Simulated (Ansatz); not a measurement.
These are PBE (plane waves to 420 eV, PAW; Ansatz, an electronic-structure program) values and carry that method's errors.

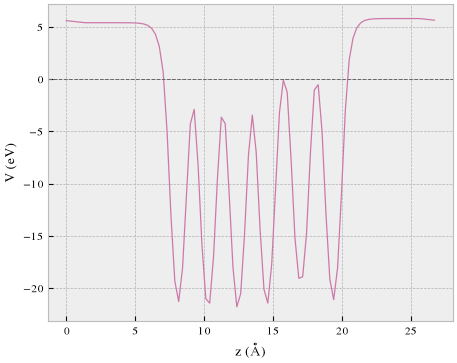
*Electrostatic potential energy of an electron, averaged over planes parallel to the surface, in eV from the Fermi level, for a constructed model of the (0001) surface of hcp Os, a layer of Au in place of the second plane (bottom of the slab: a bare face, its two planes held)*

Set-up: 6 atoms, 10.8 Å thick at the start; mesh 16x16x1; 0.1 eV smearing; dipole correction on; 2 atoms held, the rest relaxed; symmetry of the start imposed; no spin, no spin-orbit, no U. It is one candidate, not shown to be the stable structure of the face.

The vacuum level lies 5.78 eV above the Fermi level over the top face and 5.39 eV above it under the bottom face.
